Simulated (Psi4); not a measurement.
**Geometry relaxation of InF (part 2 of 3)**

InF; MP2/def2-QZVPP, RHF, core potentials def2 (Psi4 1.11). The geometry comes from this level: PBE0-D4/def2-TZVP.

Geometry of the input (Å):
```
F  0.0000  0.0000  0.0159
In -0.0000  -0.0000  2.0096
```

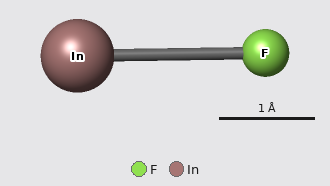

*The starting structure (ball-and-stick view, seen on its broad side). Sticks mark near contacts.*

**What the program printed, continued**
```
	-----------------------------------------------------------
	 ==================> DF-MP2 Energies <====================
	-----------------------------------------------------------
	 Reference Energy          =    -288.7621606008289064 [Eh]
	 Singles Energy            =      -0.0000000000000000 [Eh]
	 Same-Spin Energy          =      -0.2382690318330703 [Eh]
	 Opposite-Spin Energy      =      -0.4986924819935201 [Eh]
	 Correlation Energy        =      -0.7369615138265905 [Eh]
	 Total Energy              =    -289.4991221146555063 [Eh]
	-----------------------------------------------------------
	 ================> DF-SCS-MP2 Energies <==================
	-----------------------------------------------------------
	 SCS Same-Spin Scale       =       0.3333333333333333 [-]
	 SCS Opposite-Spin Scale   =       1.2000000000000000 [-]
	 SCS Same-Spin Energy      =      -0.0794230106110234 [Eh]
	 SCS Opposite-Spin Energy  =      -0.5984309783922241 [Eh]
	 SCS Correlation Energy    =      -0.6778539890032476 [Eh]
	 SCS Total Energy          =    -289.4400145898321739 [Eh]
	-----------------------------------------------------------

  -Total Gradient:
     Atom            X                  Y                   Z
    ------   -----------------  -----------------  -----------------
       1       -0.000000000084    -0.000000000004    -0.001793108632
       2        0.000000000084     0.000000000004     0.001793108632

	total time  =          5 seconds =       0.08 minutes

    			-----------------------------------------

    			 OPTKING 3.0: for geometry optimizations

    			        with contributions from

    			-----------------------------------------

	                            ===> Fragment 1 <==

	 Z (Atomic Numbers)          Masses                          Geom
	       9.000000            18.998403          0.00000000  0.00000000 -3.23294899
	      49.000000            114.903879         0.00000000  0.00000000  0.53454130

	 - Coordinate -           - BOHR/RAD -       - ANG/DEG -
	 R(1,2)           =         3.767490           1.993670

	        --- Internal Coordinate Step in ANG or DEG, aJ/ANG or AJ/DEG ---
	-------------------------------------------------------------------------------
	           Coordinate      Previous         Force          Change          New
	           ----------      --------        ------          ------        ------
	               R(1,2)       1.99367       -0.01477       -0.00619       1.98748
	-------------------------------------------------------------------------------

	                                 ==> Convergence Check <==

	Measures of convergence in internal coordinates in au.

	Criteria marked as inactive (o), active & met (*), and active & unmet ( ).

	----------------------------------------------------------------------------------------------~
	   Step    Total Energy     Delta E     Max Force     RMS Force      Max Disp      RMS Disp   ~
	----------------------------------------------------------------------------------------------~
	  Convergence Criteria              o    1.50e-05 *    1.00e-05 *    6.00e-05 *    4.00e-05 *~
	----------------------------------------------------------------------------------------------~
	     1    -289.49912211   -2.89e+02 o    1.79e-03      1.79e-03      1.17e-02      1.17e-02    ~
	----------------------------------------------------------------------------------------------

Next Geometry in Ang
	Fragment 1 (Ang)

	    F   0.0000000000   0.0000000000  -1.7077054921
	   In   0.0000000000   0.0000000000   0.2797696341

    Structure for next step:
    Molecular point group: c1
    Full point group: C_inf_v

    Geometry (in Bohr), charge = 0, multiplicity = 1:

    F            0.000000000000     0.000000000000    -3.222903338540
    IN           0.000000000000     0.000000000000     0.532880331215

gradient() will perform analytic gradient computation.

  ==> Geometry <==

    Molecular point group: c1
    Full point group: C_inf_v

    Geometry (in Bohr), charge = 0, multiplicity = 1:

       Center              X                  Y                   Z               Mass
    ------------   -----------------  -----------------  -----------------  -----------------
         F            0.000000000000     0.000000000000    -3.222903338540    18.998403162730
         IN           0.000000000000     0.000000000000     0.532880331215   114.903878776000

  Running in c1 symmetry.

  Rotational constants: A = ************  B =      0.26178  C =      0.26178 [cm^-1]
  Rotational constants: A = ************  B =   7847.83719  C =   7847.83719 [MHz]
  Nuclear repulsion =   50.322387181659828

  Charge       = 0
  Multiplicity = 1
  Electrons    = 30
  Nalpha       = 15
  Nbeta        = 15

  ==> Algorithm <==

  SCF Algorithm Type is DF.
  DIIS enabled.
  MOM disabled.
  Fractional occupation disabled.
  Guess Type is READ.
  Energy threshold   = 1.00e-10
  Density threshold  = 1.00e-10
  Integral threshold = 1.00e-12

   => Loading Basis Set <=

    Name: DEF2-QZVPP
    Role: ORBITAL
    Keyword: BASIS

    !!!  WARNING: ECP capability is in beta. Please check occupations closely.  !!!

  Reading orbitals from file scr/psi4.default.34042.180.npy, no projection.

   => Auxiliary Basis Set <=

  Basis Set: (DEF2-QZVPP AUX)
    Blend: DEF2-UNIVERSAL-JKFIT
    Number of shells: 71
    Number of basis functions: 295
    Number of Cartesian functions: 402
    Spherical Harmonics?: true
    Max angular momentum: 5

  Minimum eigenvalue in the overlap matrix is 1.6080604482E-03.
  Reciprocal condition number of the overlap matrix is 3.1786816997E-04.
    Using symmetric orthogonalization.

  ==> Pre-Iterations <==

  SCF Guess: Orbitals guess was supplied from a previous computation.

   -------------------------------------------------------
    Irrep   Nso     Nmo     Nalpha   Nbeta   Ndocc  Nsocc
   -------------------------------------------------------
     A        139     139      15      15      15       0
   -------------------------------------------------------
    Total     139     139      15      15      15       0
   -------------------------------------------------------

  ==> Iterations <==

                           Total Energy        Delta E     RMS |[F,P]|

   @DF-RHF iter   0:  -288.76383886274385   -2.88764e+02   7.71199e-05
   @DF-RHF iter   1:  -288.76222142757121    1.61744e-03   9.56258e-06 DIIS
   @DF-RHF iter   2:  -288.76222191987631   -4.92305e-07   7.20670e-06 DIIS
   @DF-RHF iter   3:  -288.76222216906569   -2.49189e-07   6.95752e-07 DIIS
   @DF-RHF iter   4:  -288.76222217644147   -7.37577e-09   3.20464e-07 DIIS
   @DF-RHF iter   5:  -288.76222217749864   -1.05717e-09   9.79393e-08 DIIS
   @DF-RHF iter   6:  -288.76222217759812   -9.94760e-11   1.88376e-08 DIIS
   @DF-RHF iter   7:  -288.76222217760551   -7.38964e-12   5.44343e-09 DIIS
   @DF-RHF iter   8:  -288.76222217760613   -6.25278e-13   1.78081e-09 DIIS
   @DF-RHF iter   9:  -288.76222217760619   -5.68434e-14   4.61671e-10 DIIS
   @DF-RHF iter  10:  -288.76222217760630   -1.13687e-13   8.19012e-11 DIIS
  Energy and wave function converged.

  ==> Post-Iterations <==

    Final Occupation by Irrep:
              A
    DOCC [    15 ]
    NA   [    15 ]
    NB   [    15 ]

  @DF-RHF Final Energy:  -288.76222217760630

   => Energetics <=

    Nuclear Repulsion Energy =             50.3223871816598276
    One-Electron Energy =                -576.0603690827158516
    Two-Electron Energy =                 236.9757597234497553
    Total Energy =                       -288.7622221776063043

Computation Completed

Properties will be evaluated at   0.000000,   0.000000,   0.000000 [a0]

Properties computed using the SCF density matrix

 Multipole Moments:

 ------------------------------------------------------------------------------------
     Multipole            Electronic (a.u.)      Nuclear  (a.u.)        Total (a.u.)
 ------------------------------------------------------------------------------------

 L = 1.  Multiply by 2.5417464519 to convert [e a0] to [Debye]
 Dipole X            :         -0.0000000            0.0000000           -0.0000000
 Dipole Y            :          0.0000000            0.0000000            0.0000000
 Dipole Z            :         19.0777652          -17.8156431            1.2621221
 Magnitude           :                                                    1.2621221

 ------------------------------------------------------------------------------------

	total time  =          1 seconds =       0.02 minutes

  //>>>>>>>>>>>>>>>>>>>>>>>>>>>>>>>>>>>//
  //               DFMP2               //
  //<<<<<<<<<<<<<<<<<<<<<<<<<<<<<<<<<<<//

  ==> Geometry <==

    Molecular point group: c1
    Full point group: C_inf_v

    Geometry (in Bohr), charge = 0, multiplicity = 1:

       Center              X                  Y                   Z               Mass
    ------------   -----------------  -----------------  -----------------  -----------------
         F            0.000000000000     0.000000000000    -3.222903338540    18.998403162730
         IN           0.000000000000     0.000000000000     0.532880331215   114.903878776000

  Nuclear repulsion =   50.322387181659828
  Reference energy  = -288.762222177606304

  => Iterations <=

             Iter  Converged  Remaining    Residual
  CGR           1          0          1   1.445E-01
  CGR           2          0          1   2.461E-02
  CGR           3          0          1   1.265E-02
  CGR           4          0          1   3.442E-03
  CGR           5          0          1   9.127E-04
  CGR           6          0          1   2.809E-04
  CGR           7          0          1   7.027E-05
  CGR           8          0          1   1.556E-05
  CGR           9          0          1   2.377E-06
  CGR          10          1          0   2.961E-07

    CGRSolver converged.

   => Auxiliary Basis Set <=

  Basis Set: (DEF2-QZVPP AUX)
    Blend: DEF2-UNIVERSAL-JKFIT
    Number of shells: 71
    Number of basis functions: 295
    Number of Cartesian functions: 402
    Spherical Harmonics?: true
    Max angular momentum: 5

	-----------------------------------------------------------
	 ==================> DF-MP2 Energies <====================
	-----------------------------------------------------------
	 Reference Energy          =    -288.7622221776063043 [Eh]
	 Singles Energy            =      -0.0000000000000000 [Eh]
	 Same-Spin Energy          =      -0.2382757552367821 [Eh]
	 Opposite-Spin Energy      =      -0.4986332909742759 [Eh]
	 Correlation Energy        =      -0.7369090462110579 [Eh]
	 Total Energy              =    -289.4991312238173577 [Eh]
	-----------------------------------------------------------
	 ================> DF-SCS-MP2 Energies <==================
	-----------------------------------------------------------
	 SCS Same-Spin Scale       =       0.3333333333333333 [-]
	 SCS Opposite-Spin Scale   =       1.2000000000000000 [-]
	 SCS Same-Spin Energy      =      -0.0794252517455940 [Eh]
	 SCS Opposite-Spin Energy  =      -0.5983599491691310 [Eh]
	 SCS Correlation Energy    =      -0.6777852009147251 [Eh]
	 SCS Total Energy          =    -289.4400073785210452 [Eh]
	-----------------------------------------------------------

  -Total Gradient:
     Atom            X                  Y                   Z
    ------   -----------------  -----------------  -----------------
       1        0.000000000002    -0.000000000000     0.000247689507
       2       -0.000000000002     0.000000000000    -0.000247689508

	total time  =          6 seconds =       0.10 minutes

    			-----------------------------------------

    			 OPTKING 3.0: for geometry optimizations

    			        with contributions from

    			-----------------------------------------

	                            ===> Fragment 1 <==

	 Z (Atomic Numbers)          Masses                          Geom
	       9.000000            18.998403          0.00000000  0.00000000 -3.22290334
	      49.000000            114.903879         0.00000000  0.00000000  0.53288033

	 - Coordinate -           - BOHR/RAD -       - ANG/DEG -
	 R(1,2)           =         3.755784           1.987475

	        --- Internal Coordinate Step in ANG or DEG, aJ/ANG or AJ/DEG ---
	-------------------------------------------------------------------------------
	           Coordinate      Previous         Force          Change          New
	           ----------      --------        ------          ------        ------
	               R(1,2)       1.98748        0.00204        0.00075       1.98823
	-------------------------------------------------------------------------------

	                                 ==> Convergence Check <==

	Measures of convergence in internal coordinates in au.

	Criteria marked as inactive (o), active & met (*), and active & unmet ( ).
```
